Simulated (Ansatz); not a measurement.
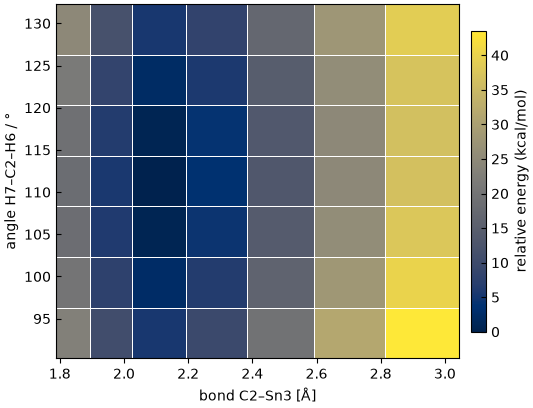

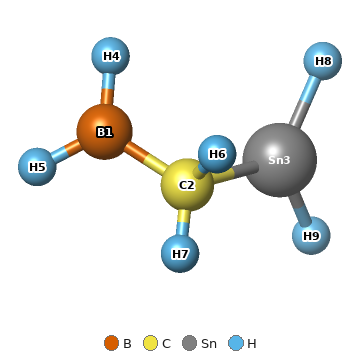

Energy landscape of CH₆BSn, SMILES B[CH2][SnH2+], charge +1. 
- Two internal coordinates are moved rigidly from the geometry relaxed at PBE0-D4/def2-TZVP, all others fixed.
- First axis: bond C2–Sn3. Second axis: angle H7–C2–H6.
- Grid: 7 × 7 points.
- Points are written as (first, second).
- Energies are in kcal/mol, from the lowest grid point.
- All numbers below come from RKS PBE-D4/def2-TZVPP in Ansatz.

Drawn: one coloured cell a grid point. The second picture is the structure at the lowest point.

**Summarise what can be read from the map.**

The lowest grid point is at (2.102 Å, 111.3°). It is the only kind of minimum in the scanned range. The highest grid point, (2.929 Å, 93.3°), lies 43.6 kcal/mol above the lowest. Round the minimum the two coordinates are weakly coupled (coupling −0.05 in units of the two stiffnesses).

The values on the grid:

```tsv
angle H7–C2–H6 ↓, bond C2–Sn3 →	1.841	1.947	2.102	2.283	2.483	2.699	2.929
129.3	24.8	11.6	5.3	8.3	17.0	27.8	38.9
123.3	21.3	8.4	2.4	5.6	14.6	25.8	37.1
117.3	19.2	6.4	0.6	4.1	13.3	24.7	36.3
111.3	18.2	5.6	0.0	3.7	13.1	24.7	36.5
105.3	18.5	6.0	0.6	4.5	14.1	25.8	37.7
99.3	20.1	7.7	2.4	6.4	16.2	28.1	40.1
93.3	22.9	10.6	5.4	9.6	19.4	31.4	43.6
```

The input of one point:

```yaml
crystal:
  periodic: [false, false, false]
  atoms:
    - {symbol: B, position_ang: [-0.635065, 0.444893, -1.274332]}
    - {symbol: C, position_ang: [0.463833, 0.623913, -0.167615]}
    - {symbol: Sn, position_ang: [0.182823, -0.829488, 1.324720]}
    - {symbol: H, position_ang: [-0.790328, -0.629954, -1.773337]}
    - {symbol: H, position_ang: [-1.310191, 1.371201, -1.589606]}
    - {symbol: H, position_ang: [1.408402, 0.277391, -0.622609]}
    - {symbol: H, position_ang: [0.577109, 1.611828, 0.274530]}
    - {symbol: H, position_ang: [0.404258, -2.465600, 0.955070]}
    - {symbol: H, position_ang: [-0.304923, -0.424587, 2.894171]}
basis:
  gaussian: {orbitals: def2-TZVPP}
total_charge: 1
hamiltonian: {xc: pbe, dispersion: d4}
```
